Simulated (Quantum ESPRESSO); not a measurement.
# The valence band of Al2Pt as photoemission sees it

Wanted: projected DOS of Al2Pt, weighted into photoemission and X-ray emission spectra, at several levels of theory.

Program: Quantum ESPRESSO 7.5. Level of theory: DFT, PBEsol, plane waves, ultrasoft GBRV pseudopotentials, scalar-relativistic, in the first sound run; inputs show where later runs differ. Results are calculated unless marked as measured.

The database entry behind the starting cell differs from later determinations by our own check (0.1 to 0.3 % short, probably kX units), so it need not match the best structure at ambient conditions.

### 1. The starting structure

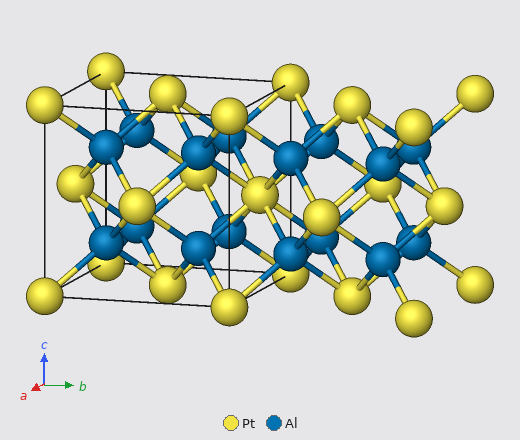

The starting structure, seen slightly off an axis (platinum yellow, aluminium blue). 1×2×1 cells are drawn. This picture shows the conventional cell, with its axes. Some periodic images of atoms are drawn too.

### 2. The base run: self-consistent run

First the self-consistent run; potential, DOS and bands follow from it in later steps.

The input, scf.in:

```
&control
  calculation = 'scf'
  prefix = 'pes'
  outdir = './tmp'
  pseudo_dir = './pp'
  tprnfor = .true.
  tstress = .true.
/
&system
  ibrav = 0
  nat = 3
  ntyp = 2
  ecutwfc = 40.0
  ecutrho = 200.0
  occupations = 'smearing'
  nbnd = 21
  smearing = 'fd'
  degauss = 0.00367
/
&electrons
  conv_thr = 1.8e-08
  mixing_beta = 0.5
  electron_maxstep = 120
/
ATOMIC_SPECIES
Pt 195.0840 pt_pbesol_v1.4.uspp.F.UPF
Al 26.9815 al_pbesol_v1.uspp.F.UPF
CELL_PARAMETERS angstrom
 0.000000000 2.955000000 2.955000000
 2.955000000 0.000000000 2.955000000
 2.955000000 2.955000000 0.000000000
ATOMIC_POSITIONS crystal
Pt 0.000000000 0.000000000 0.000000000
Al 0.750000000 0.750000000 0.750000000
Al 0.250000000 0.250000000 0.250000000
K_POINTS automatic
12 12 12 0 0 0
```

Command:

```console
OMP_NUM_THREADS=1 mpirun -n 4 pw.x -nk 4 -in scf.in > scf.out
```

Output:

```text
Program PWSCF v.7.5 starts

     This program is part of the open-source Quantum ESPRESSO suite
     for quantum simulation of materials; please cite
         "P. Giannozzi et al., J. Phys.:Condens. Matter 21 395502 (2009);
         "P. Giannozzi et al., J. Phys.:Condens. Matter 29 465901 (2017);
         "P. Giannozzi et al., J. Chem. Phys. 152 154105 (2020);
          URL
     in publications or presentations arising from this work. More details at

     Parallel version (MPI & OpenMP), running on       4 processor cores
     Number of MPI processes:                 4
     Threads/MPI process:                     1

     MPI processes distributed on     1 nodes
     21273 MiB available memory on the printing compute node when the environment starts

     Current dimensions of program PWSCF are:
     Max number of different atomic species (ntypx) = 10
     Max number of k-points (npk) =  40000
     Max angular momentum in pseudopotentials (lmaxx) =  4
     Message from routine setup:
     using ibrav=0 with symmetry is DISCOURAGED, use correct ibrav instead

     K-points division:     npool     =       4
     Subspace diagonalization in iterative solution of the eigenvalue problem:
     a serial algorithm will be used

     G-vector sticks info
     --------------------
     sticks:   dense  smooth     PW     G-vecs:    dense   smooth      PW
     Sum         847     685    211                16529    11935    2085

     Using Slab Decomposition

     bravais-lattice index     =            0
     lattice parameter (alat)  =       7.8972  a.u.
     unit-cell volume          =     348.2564 (a.u.)^3
     number of atoms/cell      =            3
     number of atomic types    =            2
     number of electrons       =        22.00
     number of Kohn-Sham states=           21
     kinetic-energy cutoff     =      40.0000  Ry
     charge density cutoff     =     200.0000  Ry
     scf convergence threshold =      1.8E-08
     mixing beta               =       0.5000
     number of iterations used =            8  plain     mixing
     Exchange-correlation= SLA  PW   PSX  PSC
                           (   1   4  10   8   0   0   0)

     celldm(1)=   7.897168  celldm(2)=   0.000000  celldm(3)=   0.000000
     celldm(4)=   0.000000  celldm(5)=   0.000000  celldm(6)=   0.000000

     crystal axes: (cart. coord. in units of alat)
               a(1) = (   0.000000   0.707107   0.707107 )
               a(2) = (   0.707107   0.000000   0.707107 )
               a(3) = (   0.707107   0.707107   0.000000 )

     reciprocal axes: (cart. coord. in units 2 pi/alat)
               b(1) = ( -0.707107  0.707107  0.707107 )
               b(2) = (  0.707107 -0.707107  0.707107 )
               b(3) = (  0.707107  0.707107 -0.707107 )

     PseudoPot. # 1 for Pt read from file:
     ./pp/pt_pbesol_v1.4.uspp.F.UPF
     Pseudo is Ultrasoft + core correction, Zval = 16.0
     Generated by new atomic code, or converted to UPF format
     Using radial grid of  985 points,  6 beta functions with:
                l(1) =   0
                l(2) =   0
                l(3) =   1
                l(4) =   1
                l(5) =   2
                l(6) =   2
     Q(r) pseudized with  8 coefficients,  rinner =    1.300   1.300   1.300
                                                       1.300   1.300

     PseudoPot. # 2 for Al read from file:
     ./pp/al_pbesol_v1.uspp.F.UPF
     Pseudo is Ultrasoft + core correction, Zval =  3.0
     Generated by new atomic code, or converted to UPF format
     Using radial grid of  893 points,  3 beta functions with:
                l(1) =   0
                l(2) =   1
                l(3) =   2
     Q(r) pseudized with  8 coefficients,  rinner =    0.900   0.900   0.900
                                                       0.900   0.900

     atomic species   valence    mass     pseudopotential
     Pt               16.00   195.08400     Pt( 1.00)
     Al                3.00    26.98150     Al( 1.00)

     48 Sym. Ops., with inversion, found

   Cartesian axes

     site n.     atom                  positions (alat units)
         1        Pt     tau(   1) = (   0.0000000   0.0000000   0.0000000  )
         2        Al     tau(   2) = (   1.0606602   1.0606602   1.0606602  )
         3        Al     tau(   3) = (   0.3535534   0.3535534   0.3535534  )

     number of k points=    72  Fermi-Dirac smearing, width (Ry)=  0.0037
                       cart. coord. in units 2pi/alat
        k(    1) = (   0.0000000   0.0000000   0.0000000), wk =   0.0011574
        k(    2) = (   0.0589256   0.0589256  -0.0589256), wk =   0.0092593
        k(    3) = (   0.1178511   0.1178511  -0.1178511), wk =   0.0092593
        k(    4) = (   0.1767767   0.1767767  -0.1767767), wk =   0.0092593
        k(    5) = (   0.2357023   0.2357023  -0.2357023), wk =   0.0092593
        k(    6) = (   0.2946278   0.2946278  -0.2946278), wk =   0.0092593
        k(    7) = (  -0.3535534  -0.3535534   0.3535534), wk =   0.0046296
        k(    8) = (   0.1178511   0.0000000  -0.0000000), wk =   0.0069444
        k(    9) = (   0.1767767   0.0589256  -0.0589256), wk =   0.0277778
        k(   10) = (   0.2357023   0.1178511  -0.1178511), wk =   0.0277778
        k(   11) = (   0.2946278   0.1767767  -0.1767767), wk =   0.0277778
        k(   12) = (   0.3535534   0.2357023  -0.2357023), wk =   0.0277778
        k(   13) = (  -0.2946278  -0.4124790   0.4124790), wk =   0.0277778
        k(   14) = (  -0.2357023  -0.3535534   0.3535534), wk =   0.0277778
        k(   15) = (  -0.1767767  -0.2946278   0.2946278), wk =   0.0277778
        k(   16) = (  -0.1178511  -0.2357023   0.2357023), wk =   0.0277778
[...]
k(   65) = (  -0.2357023  -0.4714045   0.7071068), wk =   0.0277778
        k(   66) = (  -0.1767767  -0.4124790   0.6481812), wk =   0.0555556
        k(   67) = (  -0.1178511  -0.3535534   0.5892557), wk =   0.0277778
        k(   68) = (  -0.1178511  -0.4714045   0.7071068), wk =   0.0277778
        k(   69) = (  -0.0589256  -0.4124790   0.6481812), wk =   0.0555556
        k(   70) = (   0.0000000  -0.3535534   0.5892557), wk =   0.0277778
        k(   71) = (  -0.7071068   0.2357023   0.0000000), wk =   0.0138889
        k(   72) = (  -0.7071068   0.3535534   0.0000000), wk =   0.0069444

     Dense  grid:    16529 G-vectors     FFT dimensions: (  36,  36,  36)

     Smooth grid:    11935 G-vectors     FFT dimensions: (  32,  32,  32)

     Estimated max dynamical RAM per process >      35.46 MB

     Estimated total dynamical RAM >     129.74 MB

[...]
-42.1509 -42.1508 -42.1508   0.8851   5.8637   5.9928   5.9928   7.2532
     7.3494  13.9493  13.9717  13.9717  14.2297  16.4951  16.6677  17.2608
    17.2608  17.5897  17.5897  19.7187  20.3619

          k = 0.1768 0.0589-0.0589 (  1475 PWs)   bands (ev):

[...]
17.4219  18.1507  18.2685  20.6691  20.9698

          k = 0.2357 0.1179-0.1179 (  1478 PWs)   bands (ev):

[...]
17.2830  18.9606  19.0249  21.4946  22.8782

          k = 0.2946 0.1768-0.1768 (  1476 PWs)   bands (ev):

[...]
17.6068  19.8710  19.9240  22.4520  23.9259

          k = 0.3536 0.2357-0.2357 (  1476 PWs)   bands (ev):

[...]
18.6295  20.6593  20.9411  23.2438  23.7824

          k =-0.2946-0.4125 0.4125 (  1488 PWs)   bands (ev):

[...]
19.8000  20.7836  21.5030  23.0577  23.8904

          k =-0.2357-0.3536 0.3536 (  1493 PWs)   bands (ev):

[...]
20.0740  20.0960  21.2457  23.3743  24.0966

          k =-0.1768-0.2946 0.2946 (  1479 PWs)   bands (ev):

[...]
19.0415  19.0673  21.1603  22.7123  24.9417

          k =-0.1179-0.2357 0.2357 (  1484 PWs)   bands (ev):

[...]
17.9876  18.1864  20.2885  21.9587  23.9599

          k =-0.0589-0.1768 0.1768 (  1477 PWs)   bands (ev):

[...]
k =-0.0000-0.1179 0.1179 (  1454 PWs)   bands (ev):

[...]
k = 0.2357 0.0000-0.0000 (  1463 PWs)   bands (ev):

[...]
k = 0.2946 0.0589-0.0589 (  1477 PWs)   bands (ev):

[...]
k = 0.3536 0.1179-0.1179 (  1484 PWs)   bands (ev):

[...]
k = 0.4125 0.1768-0.1768 (  1484 PWs)   bands (ev):

[...]
k =-0.2357-0.4714 0.4714 (  1493 PWs)   bands (ev):

[...]
k =-0.1768-0.4125 0.4125 (  1485 PWs)   bands (ev):

[...]
k =-0.1179-0.3536 0.3536 (  1487 PWs)   bands (ev):

[...]
k =-0.0589-0.2946 0.2946 (  1489 PWs)   bands (ev):

[...]
k = 0.0000-0.2357 0.2357 (  1492 PWs)   bands (ev):

[...]
k = 0.3536 0.0000 0.0000 (  1491 PWs)   bands (ev):

[...]
k = 0.4125 0.0589-0.0589 (  1486 PWs)   bands (ev):

[...]
k = 0.4714 0.1179-0.1179 (  1494 PWs)   bands (ev):

[...]
k =-0.1768-0.5303 0.5303 (  1491 PWs)   bands (ev):

[...]
k =-0.1179-0.4714 0.4714 (  1497 PWs)   bands (ev):

[...]
k =-0.0589-0.4125 0.4125 (  1494 PWs)   bands (ev):

[...]
k = 0.0000-0.3536 0.3536 (  1478 PWs)   bands (ev):

[...]
k = 0.4714 0.0000-0.0000 (  1479 PWs)   bands (ev):

[...]
k = 0.5303 0.0589-0.0589 (  1489 PWs)   bands (ev):

[...]
k =-0.1179-0.5893 0.5893 (  1492 PWs)   bands (ev):

[...]
k =-0.0589-0.5303 0.5303 (  1493 PWs)   bands (ev):

[...]
k = 0.5893 0.0000-0.0000 (  1488 PWs)   bands (ev):

[...]
k = 0.0000-0.5893 0.5893 (  1494 PWs)   bands (ev):

[...]
k =-0.7071 0.0000 0.0000 (  1524 PWs)   bands (ev):

[...]
k = 0.2357 0.1179 0.0000 (  1483 PWs)   bands (ev):

[...]
k = 0.2946 0.1768-0.0589 (  1484 PWs)   bands (ev):

[...]
k = 0.3536 0.2357-0.1179 (  1476 PWs)   bands (ev):

[...]
k = 0.3536 0.1179 0.0000 (  1487 PWs)   bands (ev):

[...]
k = 0.4125 0.1768-0.0589 (  1484 PWs)   bands (ev):

[...]
k = 0.0000-0.2357 0.3536 (  1501 PWs)   bands (ev):

[...]
k = 0.4714 0.1179-0.0000 (  1484 PWs)   bands (ev):

[...]
k =-0.1179-0.5893 0.7071 (  1490 PWs)   bands (ev):

[...]
k =-0.0589-0.5303 0.6482 (  1490 PWs)   bands (ev):

[...]
k =-0.0000-0.4714 0.5893 (  1488 PWs)   bands (ev):

[...]
k =-0.7071 0.1179-0.0000 (  1508 PWs)   bands (ev):

[...]
k =-0.2357-0.4714 0.7071 (  1492 PWs)   bands (ev):

[...]
19.8441  20.3758  21.4419  23.3633  23.8960

          k =-0.1768-0.4125 0.6482 (  1491 PWs)   bands (ev):

[...]
19.2835  20.9970  22.2620  23.1613  24.7762

          k =-0.1179-0.3536 0.5893 (  1498 PWs)   bands (ev):

[...]
19.4937  20.9243  22.8144  23.6979  24.4588

          k =-0.1179-0.4714 0.7071 (  1494 PWs)   bands (ev):

[...]
20.2440  21.6804  22.4323  23.7965  24.2676

          k =-0.0589-0.4125 0.6482 (  1497 PWs)   bands (ev):

   -42.1531 -42.1526 -42.1519   4.6184   4.9794   5.7266   6.2255   7.1210
     7.6109   8.0260   8.6955  10.2352  15.4185  16.5293  16.8599  18.3331
    20.4219  22.1081  23.1506  23.6256  23.9969

          k = 0.0000-0.3536 0.5893 (  1492 PWs)   bands (ev):

   -42.1529 -42.1527 -42.1518   4.3805   5.0233   5.9378   6.1756   7.0615
     7.4549   8.4446   8.4859  10.4421  15.5760  16.2729  17.3829  17.9518
    19.9734  22.1371  22.8173  22.9532  24.3307

          k =-0.7071 0.2357 0.0000 (  1488 PWs)   bands (ev):

   -42.1532 -42.1524 -42.1519   4.9498   5.0680   5.1700   6.4865   7.2239
     7.7213   7.7510   8.7611   9.9949  15.1615  15.6999  17.4179  19.0802
    21.0256  22.2968  23.1215  23.1513  23.8951

          k =-0.7071 0.3536 0.0000 (  1480 PWs)   bands (ev):

   -42.1528 -42.1528 -42.1519   4.9955   4.9955   5.5939   5.9019   7.2241
     7.7511   8.2217   8.2217  10.1130  16.2077  16.2077  17.1502  17.2995
    20.9157  22.9499  22.9499  23.4295  24.2314

     the Fermi energy is    11.0346 ev

!    total energy              =    -224.07093484 Ry
     estimated scf accuracy    <          8.9E-09 Ry
     smearing contrib. (-TS)   =      -0.00071699 Ry
     internal energy E=F+TS    =    -224.07021785 Ry

     The total energy is F=E-TS. E is the sum of the following terms:
     one-electron contribution =     -84.09670241 Ry
     hartree contribution      =      53.30098522 Ry
     xc contribution           =     -65.24772050 Ry
     ewald contribution        =    -128.02678016 Ry

     convergence has been achieved in   8 iterations

     negative rho (up, down):  1.707E-01 0.000E+00

     Forces acting on atoms (cartesian axes, Ry/au):

     atom    1 type  1   force =    -0.00000000    0.00000000   -0.00000000
     atom    2 type  2   force =    -0.00000000    0.00000000    0.00000000
     atom    3 type  2   force =     0.00000000   -0.00000000   -0.00000000

     Total force =     0.000000     Total SCF correction =     0.000000

     Computing stress (Cartesian axis) and pressure

     negative rho (up, down):  1.707E-01 0.000E+00
          total   stress  (Ry/bohr**3)                   (kbar)     P=      -14.23
  -0.00009671  -0.00000000  -0.00000000          -14.23       -0.00       -0.00
  -0.00000000  -0.00009671  -0.00000000           -0.00      -14.23       -0.00
  -0.00000000  -0.00000000  -0.00009671           -0.00       -0.00      -14.23

     XML data file, charge density, pseudopotentials, collected wavefunctions

     Called by init_run:

     Called by electrons:

     Called by c_bands:

     Called by *egterg:

     Called by h_psi:
                                        0.00s GPU  (     533 calls)

     General routines

     Parallel routines

=------------------------------------------------------------------------------=
   JOB DONE.
=------------------------------------------------------------------------------=
```

Wall time 7.4 s (4 MPI ranks of Arm Neoverse V1, shared host).

This step gave:

| Property | Result |
| --- | --- |
| free energy | -3048.6404 eV |
| Fermi energy | 11.03 eV |
| pressure | -1.423 GPa |

The run ends at a pressure of -1.42 GPa.

(Continued in part 2 of 21.)

[Logs are printed without paths, hosts, clocks, repeated set-up lines and the standing remarks that a program may print on its own settings, such as how far it seeks lower states.]

[Hosts, paths, dates, database ids (printed as entryN), source tags and the programs' standing remarks are cut or masked in the printed files.]

[Maps of the electrostatic potential energy from Ansatz leave out the sawtooth potential of an applied field or a dipole correction, so their vacuum need not be flat; work functions include it.]

[Peak lists hold at most the 14 tallest peaks of each spectrum; further lines can be left out.]
